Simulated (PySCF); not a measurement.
# Two runs on C₃H₁₄Si₃

System: C₃H₁₄Si₃, SMILES CCC([SiH3])([SiH3])[SiH3].
Method of run 1: GIAO PBE0/cc-pVDZ NMR shielding, non-relativistic, gas phase (PySCF 2.14.0).

The geometry comes from this level: PBE0-D3(BJ)/def2-SVP. Text and figures count atoms from 1; the logs count them from 0 in places.

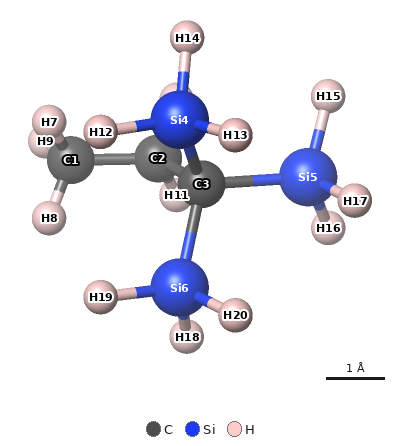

**Figure 1.** The structure as given in the input (ball-and-stick view, seen at a tilt; atoms are numbered from 1 in the order of the input).

**Input, run 1**
```
{"job": {"kind": "nmr", "xc": "PBE0", "basis": "cc-pVDZ", "pop": true}, "charge": 0, "multiplicity": 1}
C     -2.295384    -0.114484    -0.625156
C     -0.919631    -0.722112    -0.863266
C      0.245144    -0.091362    -0.051985
Si     0.493738     1.740643    -0.472116
Si     1.837903    -1.007827    -0.518558
Si    -0.003964    -0.289240     1.817147
H     -2.323076     0.955212    -0.886420
H     -2.606842    -0.202515     0.427723
H     -3.054549    -0.623523    -1.237659
H     -0.682754    -0.653992    -1.940837
H     -0.965661    -1.803828    -0.640290
H     -0.588579     2.605585     0.091579
H      1.797662     2.218120     0.082598
H      0.507287     1.908565    -1.959890
H      2.075202    -0.880096    -1.991432
H      1.693859    -2.461819    -0.190859
H      3.020695    -0.461460     0.211933
H     -0.384424    -1.705864     2.117235
H     -1.075592     0.610209     2.346353
H      1.264931     0.036039     2.538244
```

The first line tells a small driver script what to run in PySCF; the rest is the geometry in Å.

Hardware: 1 CPU thread, shared host.

**Output (run 1)**
```
coarse grid: 16816 points
cycle   1  E = -990.6221660608  dE =  5.371e-02  |g| = 3.495e-01  |ddm| = 7.382e+00
cycle   2  E = -990.6001890876  dE =  2.198e-02  |g| = 4.450e-01  |ddm| = 1.470e+00
cycle   3  E = -990.6544964328  dE = -5.431e-02  |g| = 6.189e-02  |ddm| = 7.908e-01
cycle   4  E = -990.6554814079  dE = -9.850e-04  |g| = 2.438e-02  |ddm| = 1.411e-01
cycle   5  E = -990.6556364851  dE = -1.551e-04  |g| = 4.721e-03  |ddm| = 4.736e-02
cycle   6  E = -990.6556424298  dE = -5.945e-06  |g| = 1.085e-03  |ddm| = 1.098e-02
final grid: 144616 points
cycle   7  E = -990.6763821381  dE = -1.475e-05  |g| = 7.304e-03  |ddm| = 5.138e-02
cycle   8  E = -990.6763684794  dE =  1.366e-05  |g| = 1.011e-02  |ddm| = 2.923e-02
cycle   9  E = -990.6763965557  dE = -2.808e-05  |g| = 8.889e-04  |ddm| = 1.712e-02
cycle  10  E = -990.6763967679  dE = -2.122e-07  |g| = 1.762e-04  |ddm| = 1.608e-03
cycle  11  E = -990.6763967757  dE = -7.876e-09  |g| = 3.959e-05  |ddm| = 3.498e-04
cycle  12  E = -990.6763967762  dE = -4.870e-10  |g| = 1.372e-05  |ddm| = 9.635e-05
converged SCF energy = -990.6763967762

GIAO shielding tensors (ppm)
atom      isotropic    diamagn.    paramagn.     s11        s22        s33       span
  0 C      181.254     246.289     -65.035    174.192    175.578    193.993     19.801
  1 C      165.427     244.474     -79.047    156.843    157.266    182.172     25.329
  2 C      200.980     239.636     -38.656    188.975    190.289    223.677     34.702
  3 Si     473.975     883.932    -409.957    432.135    458.503    531.287     99.152
  4 Si     467.494     883.578    -416.083    431.033    438.513    532.937    101.905
  5 Si     473.883     883.965    -410.082    431.689    458.711    531.248     99.559
  6 H       30.281      31.146      -0.865     25.398     30.148     35.297      9.899
  7 H       30.281      31.189      -0.908     25.394     30.162     35.289      9.894
  8 H       30.243      27.639       2.604     25.693     27.199     37.838     12.146
  9 H       29.596      31.673      -2.078     24.336     29.262     35.188     10.852
 10 H       29.596      31.714      -2.118     24.342     29.259     35.186     10.844
 11 H       27.070      31.206      -4.137     23.559     25.275     32.374      8.815
 12 H       27.356      30.765      -3.409     23.863     25.342     32.863      9.001
 13 H       27.397      30.881      -3.484     24.224     24.886     33.081      8.856
 14 H       27.401      30.414      -3.013     23.943     25.325     32.935      8.991
 15 H       27.397      30.424      -3.027     23.932     25.329     32.931      8.999
 16 H       27.277      30.564      -3.287     23.811     25.008     33.011      9.200
 17 H       27.401      30.933      -3.533     24.232     24.888     33.081      8.849
 18 H       27.070      31.234      -4.164     23.564     25.269     32.377      8.813
 19 H       27.356      30.794      -3.438     23.861     25.341     32.865      9.004
```

For run 2 the input was changed thus:
```diff
-"basis": "cc-pVDZ"
+"basis": "aug-cc-pVDZ"
```

Predict how the results change.

The total energy of run 2 is 6.7 kcal/mol lower, which measures the change of basis and not a stability. The LUMO goes from 0.43 to −0.20 eV. Of all shieldings, the largest change is that of Si5, by −10.2 ppm. Diffuse functions give room to the loosely bound empty orbitals, which lowers the LUMO. The number of SCF iterations is the same. The basis functions go from 166 to 276.

**Output (run 2)**
```
coarse grid: 16816 points
cycle   1  E = -990.6308488336  dE =  4.164e-02  |g| = 3.621e-01  |ddm| = 1.156e+01
cycle   2  E = -990.6042154975  dE =  2.663e-02  |g| = 4.693e-01  |ddm| = 2.338e+00
cycle   3  E = -990.6648128479  dE = -6.060e-02  |g| = 6.653e-02  |ddm| = 1.287e+00
cycle   4  E = -990.6659698932  dE = -1.157e-03  |g| = 2.559e-02  |ddm| = 2.657e-01
cycle   5  E = -990.6661399994  dE = -1.701e-04  |g| = 5.132e-03  |ddm| = 6.615e-02
cycle   6  E = -990.6661469469  dE = -6.948e-06  |g| = 1.235e-03  |ddm| = 1.687e-02
final grid: 144616 points
cycle   7  E = -990.6870445594  dE = -2.842e-05  |g| = 7.353e-03  |ddm| = 3.031e-01
cycle   8  E = -990.6870301672  dE =  1.439e-05  |g| = 1.026e-02  |ddm| = 4.803e-02
cycle   9  E = -990.6870591107  dE = -2.894e-05  |g| = 9.236e-04  |ddm| = 2.640e-02
cycle  10  E = -990.6870593394  dE = -2.288e-07  |g| = 2.231e-04  |ddm| = 2.775e-03
cycle  11  E = -990.6870593518  dE = -1.240e-08  |g| = 5.490e-05  |ddm| = 7.836e-04
cycle  12  E = -990.6870593528  dE = -9.497e-10  |g| = 1.656e-05  |ddm| = 2.797e-04
converged SCF energy = -990.6870593528

GIAO shielding tensors (ppm)
atom      isotropic    diamagn.    paramagn.     s11        s22        s33       span
  0 C      180.582     214.869     -34.287    174.068    174.308    193.370     19.302
  1 C      164.243     191.315     -27.072    155.492    156.386    180.850     25.358
  2 C      199.802     207.555      -7.753    187.364    189.772    222.269     34.905
  3 Si     464.819     897.858    -433.039    419.935    449.610    524.912    104.977
  4 Si     457.260     897.783    -440.523    420.882    425.696    525.202    104.320
  5 Si     464.756     897.906    -433.150    419.498    449.911    524.859    105.361
  6 H       30.239      32.808      -2.570     25.448     30.058     35.210      9.762
  7 H       30.238      32.804      -2.565     25.443     30.070     35.202      9.759
  8 H       30.197      30.921      -0.724     25.679     27.145     37.767     12.088
  9 H       29.563      32.103      -2.540     24.413     29.265     35.012     10.599
 10 H       29.564      32.017      -2.453     24.418     29.262     35.011     10.594
 11 H       26.990      32.459      -5.468     23.545     25.247     32.179      8.633
 12 H       27.279      31.474      -4.195     23.909     25.331     32.596      8.687
 13 H       27.372      31.296      -3.924     24.294     24.906     32.916      8.622
 14 H       27.343      31.557      -4.213     23.972     25.328     32.730      8.758
 15 H       27.340      31.596      -4.256     23.961     25.331     32.727      8.766
 16 H       27.196      30.794      -3.598     23.804     25.041     32.743      8.939
 17 H       27.375      31.363      -3.988     24.302     24.907     32.917      8.615
 18 H       26.990      32.488      -5.497     23.549     25.241     32.180      8.631
 19 H       27.278      31.537      -4.259     23.907     25.329     32.598      8.691
```

**The two runs side by side**

| quantity | run 1 | run 2 |
| --- | --- | --- |
| outcome | converged | converged |
| total energy (hartree) | −990.676397 | −990.687059 |
| HOMO (eV) | −8.23 | −8.27 |
| LUMO (eV) | 0.43 | −0.20 |
| dipole moment (D) | 1.04 | 1.01 |
| shielding of C1 (ppm) | 181.3 | 180.6 |
| shielding of C2 (ppm) | 165.4 | 164.2 |
| shielding of C3 (ppm) | 201.0 | 199.8 |
| shielding of Si4 (ppm) | 474.0 | 464.8 |
| shielding of Si5 (ppm) | 467.5 | 457.3 |
| shielding of Si6 (ppm) | 473.9 | 464.8 |
| shielding of H17 (ppm) | 27.3 | 27.2 |
| SCF iterations | 12 | 12 |
| basis functions | 166 | 276 |
| wall time (shared host) | 24 s | 52 s |
